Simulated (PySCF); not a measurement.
**CH₁₀AsNSi₂: electronic excitations**

Wanted: the electronic excitations of CH₁₀AsNSi₂ (`CN[SiH2][SiH2][AsH2]`), by calculation.

The runs use PySCF 2.14.0, with density-fitted response routines of our own; the level of theory stands in each step. All values are computed, except where a source is named. Atoms count from 0, in the outputs and in this text.

### 1 The molecule as given

15 atoms, charge 0, multiplicity 1; geometry from: GFN2-xTB.

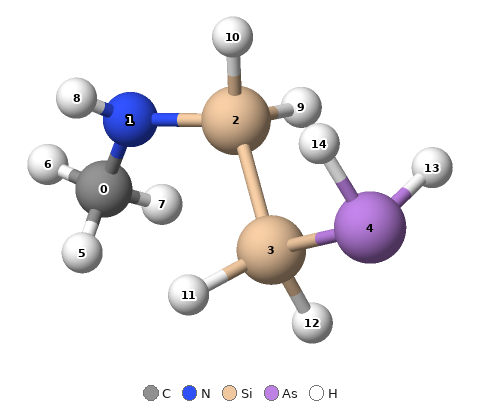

As it starts; carbon grey, nitrogen blue, silicon light orange, arsenic purple, hydrogen white, atoms numbered.

### 2 Ultraviolet spectrum: CAM-B3LYP/def2-SVPD

Job settings and geometry (Å):

```
{"job": {"kind": "uv", "xc": "CAM-B3LYP", "basis": "def2-SVPD", "nstates": 8, "ntriplets": 3}, "charge": 0, "multiplicity": 1}
C     -2.512049    -0.475547    -0.111659
N     -1.692688     0.708983    -0.048053
Si    -0.123382     0.769470    -0.760356
Si     1.423473    -0.798643     0.005922
As     3.666190    -0.148386    -0.068130
H     -2.217485    -1.237101     0.620950
H     -3.558780    -0.218218     0.060315
H     -2.421390    -0.908527    -1.105745
H     -1.828641     1.201151     0.821830
H     -0.374098     0.617896    -2.202683
H      0.289034     2.151715    -0.481452
H      1.152092    -1.214958     1.401453
H      1.329028    -2.076826    -0.733271
H      3.507271     0.435653    -1.443630
H      3.357011     1.201328     0.516941
```

Level: TDDFT CAM-B3LYP/def2-SVPD, vertical, gas phase, core orbitals frozen in the response.

On the command line:

```console
OMP_NUM_THREADS=1 python probes_run.py task.json out
```

This one command runs all jobs of the session in turn.

Predict these results of the whole session: lowest singlet (CAM-B3LYP/def2-SVPD); brightest single state of those computed; lowest triplet; surface potential, least and greatest.

The runs gave:

| quantity | value |
| --- | --- |
| lowest singlet (CAM-B3LYP/def2-SVPD) | 5.13 eV (242 nm), f = 0.081 |
| brightest single state of those computed | state 5, 6.43 eV, f = 0.280 |
| lowest triplet | 4.63 eV |
| surface potential, least and greatest | -0.89 V and 1.39 V |

In words: The lowest singlet, at 5.13 eV, is HOMO→LUMO 0.89 and is bright; of the 8 states computed, the strongest absorption comes from state 5 at 6.43 eV. The lowest triplet lies 0.49 eV below the lowest singlet (triplets in Tamm-Dancoff, singlets in full TDDFT).
